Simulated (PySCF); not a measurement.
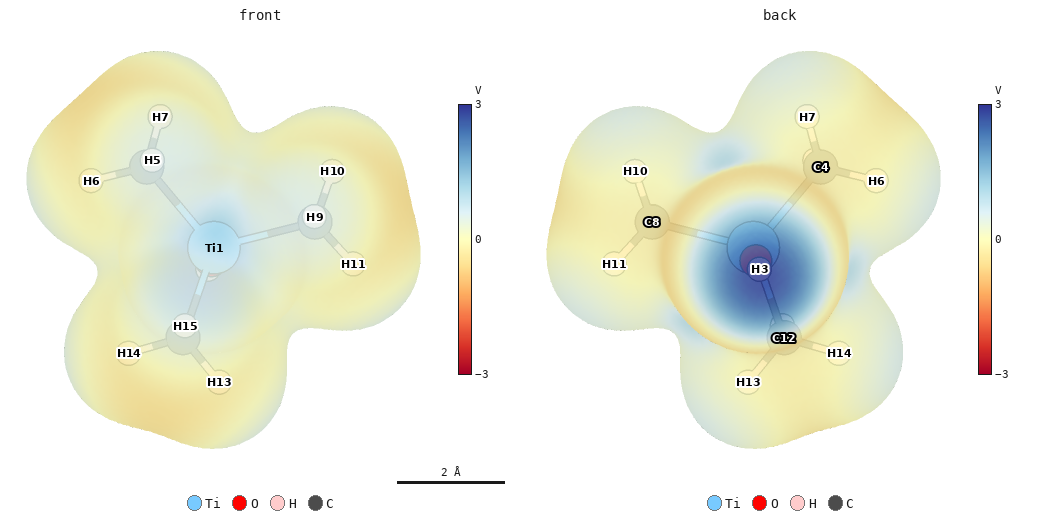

Figure. C₃H₁₀OTi (Ti(OH)Me3). The molecular electrostatic potential painted on the density surface at 0.002 e/bohr³, seen from the front and from behind; red is negative and blue positive.

Geometry: PBE0-D3(BJ)/def2-SVP.

Computed with CAM-B3LYP/def2-SVPD, SCF density, gas phase in PySCF 2.14.0.

```yaml
atoms:
  - { symbol: Ti, position_ang: [0.0061, -0.0120, 0.3907] }
  - { symbol: O, position_ang: [0.0401, -0.0746, 2.1379] }
  - { symbol: H, position_ang: [0.0653, -0.1555, 3.0916] }
  - { symbol: C, position_ang: [1.9122, -0.0113, -0.3936] }
  - { symbol: H, position_ang: [1.8192, 0.0664, -1.4924] }
  - { symbol: H, position_ang: [2.4400, -0.9482, -0.1473] }
  - { symbol: H, position_ang: [2.5046, 0.8427, -0.0246] }
  - { symbol: C, position_ang: [-0.9618, 1.6860, -0.2665] }
  - { symbol: H, position_ang: [-0.9954, 1.6596, -1.3703] }
  - { symbol: H, position_ang: [-0.4214, 2.5926, 0.0550] }
  - { symbol: H, position_ang: [-1.9933, 1.7290, 0.1223] }
  - { symbol: C, position_ang: [-0.9781, -1.6436, -0.3958] }
  - { symbol: H, position_ang: [-2.0310, -1.6659, -0.0666] }
  - { symbol: H, position_ang: [-0.4890, -2.5866, -0.0994] }
  - { symbol: H, position_ang: [-0.9503, -1.5548, -1.4970] }
```

**Where is the surface potential most negative and most positive?**

The most negative region (about −0.5 V) lies over O2, the most positive (about +2.7 V) over H3.

**How polar is the molecule by this calculation?**

Its dipole moment is 1.19 D.
